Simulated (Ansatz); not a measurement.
**Ge wire along [111], 38 atoms a period, H-terminated: bands by functional**

What gap, if any, does the Ge wire along [111], 38 atoms a period, H-terminated have, and how does it change with the functional?

Main program and level: Ansatz 0.2.0; DFT PBE, plane waves, PAW; relaxation of a wire's period; PAW set soft_1, in the first sound run; inputs show where later runs differ.

### Step 1. Set-up

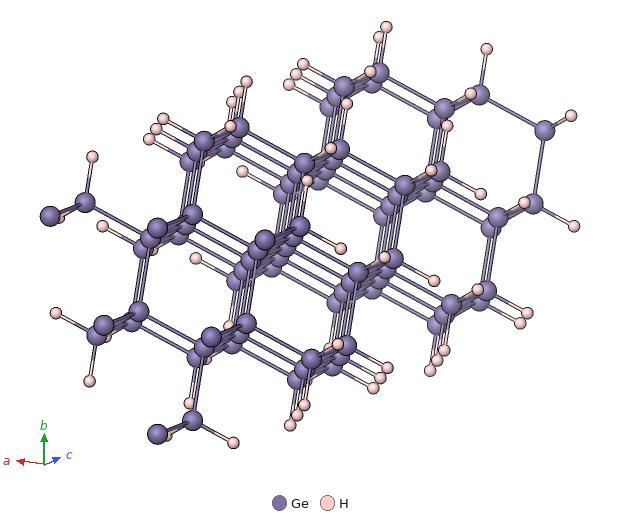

The starting structure, seen at a slant to the c axis (germanium purple, hydrogen pink). 1×1×2 cells are drawn. Some periodic images of atoms are drawn too.

The cell holds 68 atoms: 38 Ge and 30 H. Cell: a = 17.493 Å, b = 19.148 Å, c = 9.977 Å, α = 90.0°, β = 90.0°, γ = 90.0°. Vacuum lies along a and b. The structure's axis is c.

### Step 2. The relaxed wire

Band widths follow the bond lengths, so the wire is relaxed first. The atoms and the third cell vector are free; the box across stays fixed as vacuum. A Fermi-Dirac smearing is set since the result may be a metal. The pressure printed is a third of the stress's trace over the whole box, vacuum included; only the stress along the axis is relaxed.

Input file input.yaml:

```yaml
crystal:
  lattice:
    - [17.493, 0.0, 0.0]
    - [0.0, 19.148, 0.0]
    - [0.0, 0.0, 9.9766126516]
  atoms:
    - { symbol: Ge, position: [0.267177423, 0.622796771, 0.0] }
    - { symbol: Ge, position: [0.383593563, 0.438586136, 0.0] }
    - { symbol: Ge, position: [0.500009703, 0.622796771, 0.0] }
    - { symbol: Ge, position: [0.267177423, 0.622796771, 0.25] }
    - { symbol: Ge, position: [0.383593563, 0.438586136, 0.25] }
    - { symbol: Ge, position: [0.500009703, 0.254375502, 0.25] }
    - { symbol: Ge, position: [0.500009703, 0.622796771, 0.25] }
    - { symbol: Ge, position: [0.616425842, 0.438586136, 0.25] }
    - { symbol: Ge, position: [0.732841982, 0.622796771, 0.25] }
    - { symbol: H, position: [0.19436346, 0.415588224, 0.281211434] }
    - { symbol: H, position: [0.267177423, 0.300371326, 0.281211434] }
    - { symbol: H, position: [0.427195739, 0.784009493, 0.281211434] }
    - { symbol: H, position: [0.572823666, 0.784009493, 0.281211434] }
    - { symbol: H, position: [0.732841982, 0.300371326, 0.281211434] }
    - { symbol: H, position: [0.805655945, 0.415588224, 0.281211434] }
    - { symbol: H, position: [0.19436346, 0.584391138, 0.302121899] }
    - { symbol: H, position: [0.267177423, 0.699608036, 0.302121899] }
    - { symbol: H, position: [0.427195739, 0.215969869, 0.302121899] }
    - { symbol: H, position: [0.572823666, 0.215969869, 0.302121899] }
    - { symbol: H, position: [0.732841982, 0.699608036, 0.302121899] }
    - { symbol: H, position: [0.805655945, 0.584391138, 0.302121899] }
    - { symbol: Ge, position: [0.267177423, 0.377182591, 0.333333333] }
    - { symbol: Ge, position: [0.383593563, 0.561393226, 0.333333333] }
    - { symbol: Ge, position: [0.500009703, 0.377182591, 0.333333333] }
    - { symbol: Ge, position: [0.500009703, 0.74560386, 0.333333333] }
    - { symbol: Ge, position: [0.616425842, 0.561393226, 0.333333333] }
    - { symbol: Ge, position: [0.732841982, 0.377182591, 0.333333333] }
    - { symbol: Ge, position: [0.267177423, 0.377182591, 0.583333333] }
    - { symbol: Ge, position: [0.383593563, 0.561393226, 0.583333333] }
    - { symbol: Ge, position: [0.500009703, 0.377182591, 0.583333333] }
    - { symbol: Ge, position: [0.500009703, 0.74560386, 0.583333333] }
    - { symbol: Ge, position: [0.616425842, 0.561393226, 0.583333333] }
    - { symbol: Ge, position: [0.732841982, 0.377182591, 0.583333333] }
    - { symbol: H, position: [0.19436346, 0.538395314, 0.614544767] }
    - { symbol: H, position: [0.310779599, 0.722605948, 0.614544767] }
    - { symbol: H, position: [0.383593563, 0.238967781, 0.614544767] }
    - { symbol: H, position: [0.616425842, 0.238967781, 0.614544767] }
    - { symbol: H, position: [0.689239806, 0.722605948, 0.614544767] }
    - { symbol: H, position: [0.805655945, 0.538395314, 0.614544767] }
    - { symbol: H, position: [0.19436346, 0.338776959, 0.635455233] }
    - { symbol: H, position: [0.500009703, 0.822415125, 0.635455233] }
    - { symbol: H, position: [0.805655945, 0.338776959, 0.635455233] }
    - { symbol: Ge, position: [0.267177423, 0.499989681, 0.666666667] }
    - { symbol: Ge, position: [0.383593563, 0.315779046, 0.666666667] }
    - { symbol: Ge, position: [0.383593563, 0.684200315, 0.666666667] }
    - { symbol: Ge, position: [0.500009703, 0.499989681, 0.666666667] }
    - { symbol: Ge, position: [0.616425842, 0.684200315, 0.666666667] }
    - { symbol: Ge, position: [0.616425842, 0.315779046, 0.666666667] }
    - { symbol: Ge, position: [0.732841982, 0.499989681, 0.666666667] }
    - { symbol: Ge, position: [0.267177423, 0.499989681, 0.916666667] }
    - { symbol: Ge, position: [0.383593563, 0.315779046, 0.916666667] }
    - { symbol: Ge, position: [0.383593563, 0.684200315, 0.916666667] }
    - { symbol: Ge, position: [0.500009703, 0.499989681, 0.916666667] }
    - { symbol: Ge, position: [0.616425842, 0.684200315, 0.916666667] }
    - { symbol: Ge, position: [0.616425842, 0.315779046, 0.916666667] }
    - { symbol: Ge, position: [0.732841982, 0.499989681, 0.916666667] }
    - { symbol: H, position: [0.19436346, 0.661202403, 0.947878101] }
    - { symbol: H, position: [0.500009703, 0.177564236, 0.947878101] }
    - { symbol: H, position: [0.805655945, 0.661202403, 0.947878101] }
    - { symbol: H, position: [0.19436346, 0.461584048, 0.968788566] }
    - { symbol: H, position: [0.310779599, 0.277373414, 0.968788566] }
    - { symbol: H, position: [0.383593563, 0.761011581, 0.968788566] }
    - { symbol: H, position: [0.616425842, 0.761011581, 0.968788566] }
    - { symbol: H, position: [0.689239806, 0.277373414, 0.968788566] }
    - { symbol: H, position: [0.805655945, 0.461584048, 0.968788566] }
    - { symbol: Ge, position: [0.500009703, 0.254375502, 0.0] }
    - { symbol: Ge, position: [0.616425842, 0.438586136, 0.0] }
    - { symbol: Ge, position: [0.732841982, 0.622796771, 0.0] }
kpoints:
  mp_grid: { grid: [1, 1, 9] }
scf:
  occupations: { method: fermi_dirac, width: 0.05 }
hamiltonian:
  xc: pbe
  pseudopotentials: { kind: paw, azcp: { folder: soft_1 } }
relax:
  cell: { fix: [a, b, alpha, beta, gamma] }
  max_steps: 45
  f_tol: 0.03
```

Run with:

```
ansatz run input.yaml --threads 4 --pin off --max-ram 16384MiB --backend cpu --events-out ev --progress --plain --runs-dir out
```

Numbers of over 12 decimals in the logs are rounded to 6 here.

The log of the run:

```text
Engine: ansatz 0.2.0, aarch64-unknown-linux-gnu
Pseudopotentials: kind: paw
Pseudopotential: Ge, paw, valence charge 14, recommended cutoff 420 eV (normal), soft_1/Ge.paw.azcp
Pseudopotential: H, paw, valence charge 1, recommended cutoff 420 eV (normal), soft_1/H.paw.azcp
Functional definition: PBE
  parameter kappa = 0.804
  parameter beta = 0.066725
  exchange = pbe_x(kappa = kappa, mu = beta*pi^2/3)
  correlation = pbe_c(beta = beta)
Crystal: 68 atoms, lattice volume = 3341.726 Å³
Basis set: ecut = 420 eV, 65401 PW (Γ), exchange–correlation on 240×256×144 points (8 copies of the dense FFT grid, shifted against one another)
Bands: 349, of which v1, the nominal top of the filled ones, is band 281 counted from 1 (280 counted from 0)
Symmetry: 4 space group operations
Space group: P2/m (ITA 10), of the structure as read, at distance tolerance 1.5e-4 Å
k-points: 5 of 9
Non-local potential: Ge, projectors of the file, l = 0: 2, l = 1: 2, l = 2: 3, l = 3: 1
Non-local potential: H, projectors of the file, l = 0: 2, l = 1: 1
PAW form: soft (Blöchl's): semilocal exchange-correlation on the pseudo side does not see the compensation charge
PAW one-centre angular grid: Ge, 590 points (default); XC on 64 Gauss nodes
PAW one-centre angular grid: H, 110 points (default); XC on 64 Gauss nodes
Initial density: superposition of atomic densities (neutral atoms: chi_scale 0, normalization atom)
Initial wavefunctions: pseudopotential atomic-orbital guess
Functional: x = pbe(κ = 0.804, μ = 0.219515), c = pbe(β = 0.066725)
SCF iter   1: F=—  HF=-163686.287092 eV  |F-HF|=—  |Δ(HF+E_count)|=         —  Δρ=3.17e-2  dr2=2.81e1  ethr=3.10e-3  ⟨swp⟩=6.2  Hψ=6789  notcnv=0  defer=127
preconditioner: auto → Resta (q_TF=auto, 2.027 Å⁻¹)  ε∞=1.9  [insulator: Δε(μ)=1.820 eV  Ē_g=9.155 eV  σ=0.050 eV  W_gap=1.00  n_scr=468 (ndim 8)  ℏωp=8.7 eV  f_vac=0.590  D(μ)=0.00/eV (n_scr^D=0)  ε∞_Penn≈1.9  vacuum switching on, ρ_ref=6.1e-3 e/Å³]
SCF iter   2: F=—  HF=-163680.434063 eV  |F-HF|=—  |Δ(HF+E_count)|=    5.85e0  Δρ=1.46e-2  dr2=7.06e0  ethr=3.10e-3  ⟨swp⟩=3.0  Hψ=2378  notcnv=0  defer=286
SCF iter   3: F=—  HF=-163679.301721 eV  |F-HF|=—  |Δ(HF+E_count)|=    1.13e0  Δρ=3.83e-3  dr2=3.50e0  ethr=1.26e-3  ⟨swp⟩=4.4  Hψ=2872  notcnv=0  defer=278
SCF iter   4: F=—  HF=-163678.735693 eV  |F-HF|=—  |Δ(HF+E_count)|=   5.66e-1  Δρ=1.36e-3  dr2=8.25e-2  ethr=6.22e-4  ⟨swp⟩=3.4  Hψ=2094  notcnv=0  defer=266
SCF iter   5: F=—  HF=-163678.751217 eV  |F-HF|=—  |Δ(HF+E_count)|=   1.55e-2  Δρ=5.12e-4  dr2=6.94e-3  ethr=1.47e-5  ⟨swp⟩=2.0  Hψ=3140  notcnv=0  defer=269
SCF iter   6: F=—  HF=-163678.757253 eV  |F-HF|=—  |Δ(HF+E_count)|=   6.04e-3  Δρ=1.34e-4  dr2=1.21e-3  ethr=1.23e-6  ⟨swp⟩=2.0  Hψ=2876  notcnv=0  defer=269
SCF iter   7: F=—  HF=-163678.757644 eV  |F-HF|=—  |Δ(HF+E_count)|=   3.91e-4  Δρ=4.21e-5  dr2=1.57e-4  ethr=2.16e-7  ⟨swp⟩=2.0  Hψ=2876  notcnv=0  defer=269
SCF iter   8: F=—  HF=-163678.757697 eV  |F-HF|=—  |Δ(HF+E_count)|=   5.31e-5  Δρ=1.95e-5  dr2=1.64e-5  ethr=2.79e-8  ⟨swp⟩=2.0  Hψ=2876  notcnv=0  defer=269
SCF iter   9: F=—  HF=-163678.757915 eV  |F-HF|=—  |Δ(HF+E_count)|=   2.18e-4  Δρ=6.89e-6  dr2=1.44e-6  ethr=2.92e-9  ⟨swp⟩=2.0  Hψ=3036  notcnv=0  defer=269
SCF iter  10: F=—  HF=-163678.757919 eV  |F-HF|=—  |Δ(HF+E_count)|=   3.78e-6  Δρ=1.59e-6  dr2=1.05e-7  ethr=2.55e-10  ⟨swp⟩=2.0  Hψ=2876  notcnv=0  defer=269
SCF iter  11: F=-163678.757919 eV  HF=-163678.757919 eV  |F-HF|=4.89e-9  |Δ(HF+E_count)|=   2.28e-7  Δρ=5.93e-7  dr2=1.58e-8  ethr=1.78e-11  ⟨swp⟩=4.0  Hψ=4925  notcnv=0
SCF 1 converged in 11 iterations: F = -163678.757919 eV  dr2 = 1.58e-8
  greatest PAW one-centre occupation: 0.998 electrons in one spin orbital (limit 2), on the Ge atom at site 21 (counted from 0), in its partial waves of l = 2
relax step   1: F+E_penalty+E_count = -163678.75791935 eV  Δ(F+E_penalty+E_count) = +0.000e0 eV  max|allowed force component| = 2.737e-1 eV/Å  Δτ_max = 0.0000 Å  P = -0.513 GPa  Ω = 3341.726 Å³  fix = [a, b, alpha, beta, gamma]  reactions: a -0.558, b -0.559 GPa; alpha -0.000 GPa/rad  (11 SCF iters, dr2 threshold 1.00e-7 eV, accepted)
Crystal: 68 atoms, lattice volume = 3348.040 Å³
Basis set: ecut = 420 eV, 65545 PW (Γ), exchange–correlation on 240×256×144 points (8 copies of the dense FFT grid, shifted against one another)
Initial density: handed on by an earlier stage of this run
Initial wavefunctions: those handed on with the density
iter 1 solved again at ethr=1.01e-4 eV; its pass at ethr=3.10e-3 eV (dr2=5.68e-1 eV) is discarded
SCF iter   1: F=—  HF=-163678.987119 eV  |F-HF|=—  |Δ(HF+E_count)|=         —  Δρ=5.69e-3  dr2=5.86e-1  ethr=1.01e-4  ⟨swp⟩=5.4  Hψ=7072  notcnv=0
preconditioner: auto → Resta (q_TF=auto, 2.026 Å⁻¹)  ε∞=1.5  [insulator: Δε(μ)=1.947 eV  Ē_g=21.838 eV  σ=0.050 eV  W_gap=1.00  n_scr=468 (ndim 8)  ℏωp=15.2 eV  f_vac=0.637  D(μ)=0.00/eV (n_scr^D=0)  ε∞_Penn≈1.5  vacuum switching on, ρ_ref=3.5e-2 e/Å³]
SCF iter   2: F=—  HF=-163678.937063 eV  |F-HF|=—  |Δ(HF+E_count)|=   5.01e-2  Δρ=2.45e-3  dr2=1.81e-1  ethr=1.01e-4  ⟨swp⟩=7.2  Hψ=2855  notcnv=0
SCF iter   3: F=—  HF=-163678.940974 eV  |F-HF|=—  |Δ(HF+E_count)|=   3.91e-3  Δρ=1.48e-3  dr2=1.59e-1  ethr=3.22e-5  ⟨swp⟩=3.2  Hψ=2471  notcnv=0  defer=218
SCF iter   4: F=—  HF=-163678.918905 eV  |F-HF|=—  |Δ(HF+E_count)|=   2.21e-2  Δρ=2.26e-4  dr2=2.56e-3  ethr=2.83e-5  ⟨swp⟩=2.6  Hψ=1914  notcnv=0  defer=270
SCF iter   5: F=—  HF=-163678.918797 eV  |F-HF|=—  |Δ(HF+E_count)|=   1.08e-4  Δρ=8.97e-5  dr2=4.22e-4  ethr=4.55e-7  ⟨swp⟩=2.0  Hψ=2964  notcnv=0  defer=270
SCF iter   6: F=—  HF=-163678.918816 eV  |F-HF|=—  |Δ(HF+E_count)|=   1.91e-5  Δρ=4.09e-5  dr2=8.90e-5  ethr=7.51e-8  ⟨swp⟩=2.4  Hψ=1829  notcnv=0  defer=270
SCF iter   7: F=-163678.918817 eV  HF=-163678.918816 eV  |F-HF|=1.18e-6  |Δ(HF+E_count)|=   1.49e-7  Δρ=1.61e-5  dr2=4.45e-6  ethr=8.33e-10  ⟨swp⟩=3.2  Hψ=6414  notcnv=0
SCF 2 converged in 7 iterations: F = -163678.918817 eV  dr2 = 4.45e-6
  greatest PAW one-centre occupation: 0.998 electrons in one spin orbital (limit 2), on the Ge atom at site 24 (counted from 0), in its partial waves of l = 2
relax step   2: F+E_penalty+E_count = -163678.91881736 eV  Δ(F+E_penalty+E_count) = -1.609e-1 eV  max|allowed force component| = 1.740e-1 eV/Å  Δτ_max = 0.0968 Å  P = +0.017 GPa  Ω = 3348.040 Å³  energy of the carried Pulay correction = -8.643e-4 eV  fix = [a, b, alpha, beta, gamma]  reactions: a +0.075, b +0.073 GPa; alpha +0.000 GPa/rad  (7 SCF iters, dr2 threshold 4.68e-6 eV, accepted)
Crystal: 68 atoms, lattice volume = 3334.912 Å³
[...]
--- Forces (eV/Å), atoms counted from 1 ---
  atom   1  Ge     0.00170034    -0.00095400    -0.01244883
  atom   2  Ge    -0.00278818    -0.00162325    -0.01485378
  atom   3  Ge     0.00000000     0.00320315    -0.01486107
  atom   4  Ge    -0.01688076     0.00968927     0.01410529
  atom   5  Ge    -0.00251609    -0.00146109     0.00603788
  atom   6  Ge     0.00000000    -0.01947373     0.01410237
  atom   7  Ge     0.00000000     0.00292530     0.00605929
  atom   8  Ge     0.00251609    -0.00146109     0.00603788
  atom   9  Ge     0.01688076     0.00968927     0.01410529
  atom  10  H      0.00852690    -0.00511467     0.00953709
  atom  11  H     -0.00015317     0.00990727     0.00953155
  atom  12  H      0.00866245    -0.00483328     0.00951973
  atom  13  H     -0.00866245    -0.00483328     0.00951973
  atom  14  H      0.00015317     0.00990727     0.00953155
  atom  15  H     -0.00852690    -0.00511467     0.00953709
  atom  16  H      0.00852690     0.00511467    -0.00953709
  atom  17  H     -0.00015317    -0.00990727    -0.00953155
  atom  18  H      0.00866245     0.00483328    -0.00951973
  atom  19  H     -0.00866245     0.00483328    -0.00951973
  atom  20  H      0.00015317    -0.00990727    -0.00953155
  atom  21  H     -0.00852690     0.00511467    -0.00953709
  atom  22  Ge    -0.01688076    -0.00968927    -0.01410529
  atom  23  Ge    -0.00251609     0.00146109    -0.00603788
  atom  24  Ge     0.00000000    -0.00292530    -0.00605929
  atom  25  Ge     0.00000000     0.01947373    -0.01410237
  atom  26  Ge     0.00251609     0.00146109    -0.00603788
  atom  27  Ge     0.01688076    -0.00968927    -0.01410529
  atom  28  Ge     0.00170034     0.00095400     0.01244883
  atom  29  Ge    -0.00278818     0.00162325     0.01485378
  atom  30  Ge     0.00000000    -0.00320315     0.01486107
  atom  31  Ge     0.00000000    -0.00193477     0.01241380
  atom  32  Ge     0.00278818     0.00162325     0.01485378
  atom  33  Ge    -0.00170034     0.00095400     0.01244883
  atom  34  H      0.01011582    -0.01304070     0.00307776
  atom  35  H      0.01633585    -0.00226337     0.00307753
  atom  36  H     -0.00621861     0.01527637     0.00307034
  atom  37  H      0.00621861     0.01527637     0.00307034
  atom  38  H     -0.01633585    -0.00226337     0.00307753
  atom  39  H     -0.01011582    -0.01304070     0.00307776
  atom  40  H      0.00782356     0.00453319    -0.00795004
[...]
atom  57  H      0.00782356    -0.00453319     0.00795004
  atom  58  H      0.00000000     0.00904176     0.00794321
  atom  59  H     -0.00782356    -0.00453319     0.00795004
  atom  60  H      0.01011582     0.01304070    -0.00307776
  atom  61  H      0.01633585     0.00226337    -0.00307753
  atom  62  H     -0.00621861    -0.01527637    -0.00307034
  atom  63  H      0.00621861    -0.01527637    -0.00307034
  atom  64  H     -0.01633585     0.00226337    -0.00307753
  atom  65  H     -0.01011582     0.01304070    -0.00307776
  atom  66  Ge     0.00000000     0.00193477    -0.01241380
  atom  67  Ge     0.00278818    -0.00162325    -0.01485378
  atom  68  Ge    -0.00170034    -0.00095400    -0.01244883
  max |Σ_I F_I| component: 3.47e-17 eV/Å
--- Stress (GPa, compression-positive) ---
       -0.019024       0.000000       0.000000
        0.000000      -0.020338      -0.000030
        0.000000      -0.000030      -0.012045
  P = ⅓ Tr σ = -0.0171 GPa (-0.171 kbar)
--- Relaxed structure (3 steps of the walk, 3 accepted, 1 SCFs on fresh bases) ---
  F+E_penalty+E_count = -163678.98453355 eV   max|allowed force component| = 1.947e-2 eV/Å   (the final SCF, on the basis selected at the relaxed cell)
  cell:  # Å, volume = 3334.9122 Å³
    - [17.493, 0, 0]
    - [0, 19.148, 0]
    - [0, 0, 9.956271]
  atoms:
    - { symbol: Ge, position: [0.269768, 0.621426, 0.00106998] }
    - { symbol: Ge, position: [0.384288, 0.438957, 0.000169212] }
    - { symbol: Ge, position: [0.5, 0.622055, 0.000171297] }
    - { symbol: Ge, position: [0.270061, 0.621272, 0.247660] }
    - { symbol: Ge, position: [0.384494, 0.439066, 0.249800] }
    - { symbol: Ge, position: [0.5, 0.257424, 0.247655] }
    - { symbol: Ge, position: [0.5, 0.621838, 0.249802] }
    - { symbol: Ge, position: [0.615506, 0.439066, 0.249800] }
    - { symbol: Ge, position: [0.729939, 0.621272, 0.247660] }
    - { symbol: H, position: [0.197202, 0.415477, 0.282501] }
    - { symbol: H, position: [0.268489, 0.302678, 0.282499] }
    - { symbol: H, position: [0.428713, 0.781812, 0.282501] }
    - { symbol: H, position: [0.571287, 0.781812, 0.282501] }
    - { symbol: H, position: [0.731511, 0.302678, 0.282499] }
    - { symbol: H, position: [0.802798, 0.415477, 0.282501] }
    - { symbol: H, position: [0.197202, 0.584502, 0.300832] }
    - { symbol: H, position: [0.268489, 0.697301, 0.300834] }
    - { symbol: H, position: [0.428713, 0.218167, 0.300832] }
    - { symbol: H, position: [0.571287, 0.218167, 0.300832] }
    - { symbol: H, position: [0.731511, 0.697301, 0.300834] }
    - { symbol: H, position: [0.802798, 0.584502, 0.300832] }
    - { symbol: Ge, position: [0.270061, 0.378707, 0.335673] }
    - { symbol: Ge, position: [0.384494, 0.560914, 0.333533] }
    - { symbol: Ge, position: [0.5, 0.378141, 0.333531] }
    - { symbol: Ge, position: [0.5, 0.742555, 0.335678] }
    - { symbol: Ge, position: [0.615506, 0.560914, 0.333533] }
    - { symbol: Ge, position: [0.729939, 0.378707, 0.335673] }
    - { symbol: Ge, position: [0.269768, 0.378553, 0.582263] }
    - { symbol: Ge, position: [0.384288, 0.561023, 0.583164] }
    - { symbol: Ge, position: [0.5, 0.377924, 0.583162] }
    - { symbol: Ge, position: [0.5, 0.742865, 0.582269] }
    - { symbol: Ge, position: [0.615712, 0.561023, 0.583164] }
    - { symbol: Ge, position: [0.730232, 0.378553, 0.582263] }
    - { symbol: H, position: [0.197762, 0.537771, 0.616500] }
    - { symbol: H, position: [0.313061, 0.720220, 0.616498] }
    - { symbol: H, position: [0.384700, 0.241974, 0.616495] }
    - { symbol: H, position: [0.615300, 0.241974, 0.616495] }
    - { symbol: H, position: [0.686939, 0.720220, 0.616498] }
    - { symbol: H, position: [0.802238, 0.537771, 0.616500] }
    - { symbol: H, position: [0.197277, 0.340322, 0.635207] }
    - { symbol: H, position: [0.5, 0.819333, 0.635217] }
    - { symbol: H, position: [0.802723, 0.340322, 0.635207] }
    - { symbol: Ge, position: [0.270286, 0.498972, 0.668011] }
    - { symbol: Ge, position: [0.384178, 0.318753, 0.668010] }
    - { symbol: Ge, position: [0.386106, 0.682245, 0.668012] }
    - { symbol: Ge, position: [0.5, 0.499990, 0.666420] }
    - { symbol: Ge, position: [0.613894, 0.682245, 0.668012] }
    - { symbol: Ge, position: [0.615822, 0.318753, 0.668010] }
    - { symbol: Ge, position: [0.729714, 0.498972, 0.668011] }
    - { symbol: Ge, position: [0.270286, 0.501008, 0.915322] }
    - { symbol: Ge, position: [0.386106, 0.317735, 0.915321] }
    - { symbol: Ge, position: [0.384178, 0.681226, 0.915323] }
    - { symbol: Ge, position: [0.5, 0.499990, 0.916913] }
    - { symbol: Ge, position: [0.615822, 0.681226, 0.915323] }
    - { symbol: Ge, position: [0.613894, 0.317735, 0.915321] }
    - { symbol: Ge, position: [0.729714, 0.501008, 0.915322] }
    - { symbol: H, position: [0.197277, 0.659657, 0.948127] }
    - { symbol: H, position: [0.5, 0.180646, 0.948117] }
    - { symbol: H, position: [0.802723, 0.659657, 0.948127] }
    - { symbol: H, position: [0.197762, 0.462208, 0.966834] }
    - { symbol: H, position: [0.313061, 0.279759, 0.966835] }
    - { symbol: H, position: [0.384700, 0.758006, 0.966839] }
    - { symbol: H, position: [0.615300, 0.758006, 0.966839] }
    - { symbol: H, position: [0.686939, 0.279759, 0.966835] }
    - { symbol: H, position: [0.802238, 0.462208, 0.966834] }
    - { symbol: Ge, position: [0.5, 0.257114, 0.00106431] }
    - { symbol: Ge, position: [0.615712, 0.438957, 0.000169212] }
    - { symbol: Ge, position: [0.730232, 0.621426, 0.00106998] }
[key lines of the parts left out:]
SCF converged after 6 iterations
Free energy (F): -163678.984534 eV
Fermi energy:    -0.528597 eV
```

The job ended after 9.7 min (4 threads of Arm Neoverse V1, shared host; peak memory 11 GiB).

[end of part 1 of 2]

[Logs are printed without paths, hosts, clocks, repeated set-up lines and the standing remarks that a program may print on its own settings, such as how far it seeks lower states.]

[Hosts, paths, dates, database ids (printed as entryN), source tags and the programs' standing remarks are cut or masked in the printed files.]
